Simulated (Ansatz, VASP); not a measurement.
# Cross-check of NiPS3 between VASP and Ansatz

Aim: how closely do two programs agree when they are given the same cell, functional and k mesh? The cell comes out of earlier VASP steps on this material, which relaxed, scaled or displaced it; both programs get it as it stands.

Calculated with Ansatz 0.2.0; plane waves, with VASP 6.6.1 beside it; zone-centre phonons at PBEsol with D3(BJ), DFT+U.

## 1. Starting point

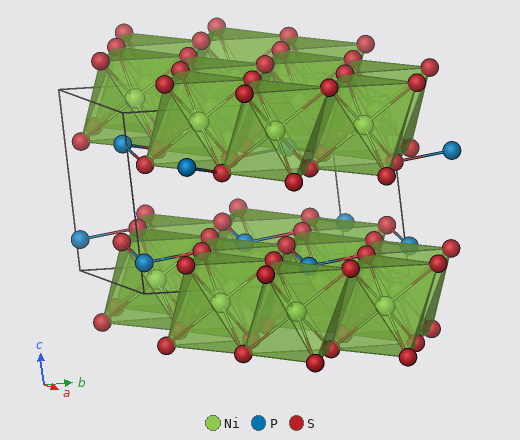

The cell as given, slightly off an axis (nickel green, phosphorus blue, sulfur red). 2×1×1 cells are drawn. This picture shows the conventional cell, with its axes. Some periodic images of atoms are drawn too.

## 2. VASP: zone-centre phonons, PBEsol with D3(BJ), DFT+U

Second derivatives magnify differences that forces hide, and they need a tight electronic threshold.

Lines of VASP's logs that name or quote its potential files are left out, and so is its time.

INCAR

```
SYSTEM = NiPS3
PREC = Accurate
ENCUT = 400
EDIFF = 1E-08
NELM = 100
ISMEAR = 0
SIGMA = 0.05
LREAL = .FALSE.
ALGO = Normal
GGA = PS
IVDW = 12
NBANDS = 48
ISPIN = 2
MAGMOM = 1.386 1.386 0.011 0.011 0.117 0.117 0.118 0.118 0.117 0.117
LDAU = .TRUE.
LDAUTYPE = 2
LDAUL = 2 -1 -1
LDAUU = 4 0 0
LDAUJ = 0 0 0
LDAUPRINT = 1
LASPH = .TRUE.
LMAXMIX = 4
LORBIT = 11
LWAVE = .FALSE.
LCHARG = .FALSE.
KPAR = 8
IBRION = 6
NFREE = 2
POTIM = 0.015
ISIF = 2
NSW = 1
```

POSCAR

```
NiPS3
1.0
    2.8453685117     -4.9274063085     -0.0028775339
    2.8453685117      4.9274063085     -0.0028775339
   -1.8902062692      0.0000000000      6.0093561760
Ni P S
2 2 6
Direct
    0.3329366591      0.6670633409      0.0000000000
    0.6670633409      0.3329366591      0.0000000000
    0.0613380312      0.0613380312      0.1794464306
    0.9386619688      0.9386619688      0.8205535694
    0.0846527377      0.4343018922      0.2524713708
    0.5656981078      0.9153472623      0.7475286292
    0.2642063195      0.2642063195      0.7472822922
    0.7357936805      0.7357936805      0.2527177078
    0.4343018922      0.0846527377      0.2524713708
    0.9153472623      0.5656981078      0.7475286292
```

KPOINTS

```
Automatic mesh
0
Gamma
5 5 4
0 0 0
```

The projector-augmented-wave data sets are Ni, P and S (PBE family, release 64).

Launch:

```sh
$ mpirun -np 8 vasp_std
```

Numbers of over 12 decimals in the logs are rounded to 6 here.

The log of the run:

```text
[banner, memory and clock lines left out]
running    8 mpi-ranks, on    1 nodes
 distrk:  each k-point on    1 cores,    8 groups
 distr:  one band on    1 cores,    1 groups

 POSCAR found type information on POSCAR NiP S
 POSCAR found :  3 types and      10 ions
|                                                                             |
|           W    W    AA    RRRRR   N    N  II  N    N   GGGG   !!!           |
|           W    W   A  A   R    R  NN   N  II  NN   N  G    G  !!!           |
|           W    W  A    A  R    R  N N  N  II  N N  N  G       !!!           |
|           W WW W  AAAAAA  RRRRR   N  N N  II  N  N N  G  GGG   !            |
|           WW  WW  A    A  R   R   N   NN  II  N   NN  G    G                |
|           W    W  A    A  R    R  N    N  II  N    N   GGGG   !!!           |
|                                                                             |
|     For optimal performance we recommend to set                             |
|       NCORE = 2 up to number-of-cores-per-socket                            |
|     NCORE specifies how many cores store one orbital (NPAR=cpu/NCORE).      |
|     This setting can greatly improve the performance of VASP for DFT.       |
|     The default, NCORE=1 might be grossly inefficient on modern             |
|     multi-core architectures or massively parallel machines. Do your        |
|     Unfortunately you need to use the default for GW and RPA                |
|     calculations (for HF NCORE is supported but not extensively tested      |
|     yet).                                                                   |
|                                                                             |

|                                                                             |
|               ----> ADVICE to this user running VASP <----                  |
|                                                                             |
|     You enforced a specific xc type in the INCAR file but a different       |
|     [... a line on the potential file left out ...]
|     I HOPE YOU KNOW WHAT YOU ARE DOING!                                     |
|                                                                             |

 LDA part: xc-table for (Slater+PW92), standard interpolation
 POSCAR, INCAR and KPOINTS ok, starting setup
 FFT: planning ... GRIDC
 FFT: planning ... GRID_SOFT
 FFT: planning ... GRID
 WAVECAR not read
 entering main loop
       N       E                     dE             d eps       ncg     rms          rms(c)
DAV:   1     0.445441320818E+03    0.44544E+03   -0.23552E+04  6336   0.109E+03
DAV:   2     0.566521776244E+01   -0.43978E+03   -0.41128E+03  6736   0.279E+02
DAV:   3    -0.476313323487E+02   -0.53297E+02   -0.51208E+02  7824   0.108E+02
DAV:   4    -0.495626061908E+02   -0.19313E+01   -0.19182E+01  7800   0.221E+01
DAV:   5    -0.496242603353E+02   -0.61654E-01   -0.61624E-01  8224   0.396E+00    0.305E+01
DAV:   6    -0.499397497316E+02   -0.31549E+00   -0.29448E+01  8008   0.851E+01    0.276E+01
DAV:   7    -0.488323989269E+02    0.11074E+01   -0.10329E+01  7776   0.613E+01    0.139E+01
DAV:   8    -0.493626903754E+02   -0.53029E+00   -0.19234E+00  9008   0.101E+01    0.723E+00
DAV:   9    -0.491493815141E+02    0.21331E+00   -0.68081E-01  8200   0.173E+01    0.150E+00
DAV:  10    -0.491675329861E+02   -0.18151E-01   -0.22023E-01  9664   0.384E+00    0.801E-01
DAV:  11    -0.491707389567E+02   -0.32060E-02   -0.31889E-02  8424   0.162E+00    0.446E-01
DAV:  12    -0.491707593716E+02   -0.20415E-04   -0.38893E-03  8600   0.986E-01    0.177E-01
DAV:  13    -0.491709553310E+02   -0.19596E-03   -0.96648E-04  8976   0.189E-01    0.105E-01
DAV:  14    -0.491710423871E+02   -0.87056E-04   -0.13857E-04  8464   0.856E-02    0.643E-02
DAV:  15    -0.491710874164E+02   -0.45029E-04   -0.82092E-05  8544   0.197E-01    0.165E-02
DAV:  16    -0.491710944486E+02   -0.70322E-05   -0.42980E-05  7880   0.331E-02    0.868E-03
DAV:  17    -0.491710952248E+02   -0.77618E-06   -0.20845E-06  8544   0.863E-03    0.458E-03
DAV:  18    -0.491710956050E+02   -0.38024E-06   -0.44621E-07  9504   0.836E-03    0.247E-03
DAV:  19    -0.491710956546E+02   -0.49530E-07   -0.17777E-07  8344   0.503E-03    0.998E-04
DAV:  20    -0.491710956471E+02    0.75024E-08   -0.21551E-08  5888   0.119E-03
   1 F= -.52088505E+02 E0= -.52088505E+02  d E =-.514082E-15  mag=     4.0000
[...]
20 F= -.52086618E+02 E0= -.52086618E+02  d E =-.140610E-17  mag=     4.0000
[...]
21 F= -.52086706E+02 E0= -.52086706E+02  d E =-.119971E-12  mag=     4.0000
[...]
22 F= -.52087824E+02 E0= -.52087824E+02  d E =-.502029E-15  mag=     4.0000
[...]
23 F= -.52087824E+02 E0= -.52087824E+02  d E =-.501855E-15  mag=     4.0000
[...]
24 F= -.52087701E+02 E0= -.52087701E+02  d E =-.116464E-16  mag=     4.0000
 Finite differences progress:
  Degree of freedom:  12/ 12
  Displacement:        1/  2
  Total:              23/ 24
 bond charge predicted
       N       E                     dE             d eps       ncg     rms          rms(c)
DAV:   1    -0.491663195699E+02    0.42176E-02   -0.87587E-01  6336   0.302E+00    0.417E-01
DAV:   2    -0.491701788986E+02   -0.38593E-02   -0.43857E-02  7824   0.980E-01    0.222E-01
DAV:   3    -0.491701693903E+02    0.95084E-05   -0.88250E-04  7824   0.175E-01    0.131E-01
DAV:   4    -0.491701336740E+02    0.35716E-04   -0.65589E-05  8024   0.474E-02    0.887E-02
DAV:   5    -0.491701242704E+02    0.94036E-05   -0.11419E-04  8448   0.561E-02    0.240E-02
DAV:   6    -0.491701255416E+02   -0.12712E-05   -0.22096E-05  7624   0.259E-02    0.160E-02
DAV:   7    -0.491701258192E+02   -0.27761E-06   -0.23643E-06  8776   0.976E-03    0.112E-02
DAV:   8    -0.491701261863E+02   -0.36710E-06   -0.66535E-07  8864   0.562E-03    0.615E-03
DAV:   9    -0.491701266285E+02   -0.44214E-06   -0.63352E-07  9712   0.858E-03    0.291E-03
DAV:  10    -0.491701268440E+02   -0.21548E-06   -0.25659E-07  9216   0.544E-03    0.146E-03
DAV:  11    -0.491701269914E+02   -0.14746E-06   -0.11824E-07  7560   0.411E-03    0.954E-04
DAV:  12    -0.491701270925E+02   -0.10109E-06   -0.17088E-07  7960   0.377E-03    0.760E-04
DAV:  13    -0.491701271133E+02   -0.20782E-07   -0.39614E-08  6104   0.141E-03    0.460E-04
DAV:  14    -0.491701271201E+02   -0.68158E-08   -0.13094E-08  4368   0.134E-03
  25 F= -.52087787E+02 E0= -.52087787E+02  d E =-.169242E-13  mag=     4.0000
 Finite differences progress:
  Degree of freedom:  12/ 12
  Displacement:        2/  2
  Total:              24/ 24
```

(Continued in part 2 of 3.)

[Lines on the potential files, build, host, timing and source positions are cut from VASP's logs without a mark.]

[Logs are printed without paths, hosts, clocks, repeated set-up lines and the standing remarks that a program may print on its own settings, such as how far it seeks lower states.]

[Hosts, paths, dates, database ids (printed as entryN), source tags and the programs' standing remarks are cut or masked in the printed files.]
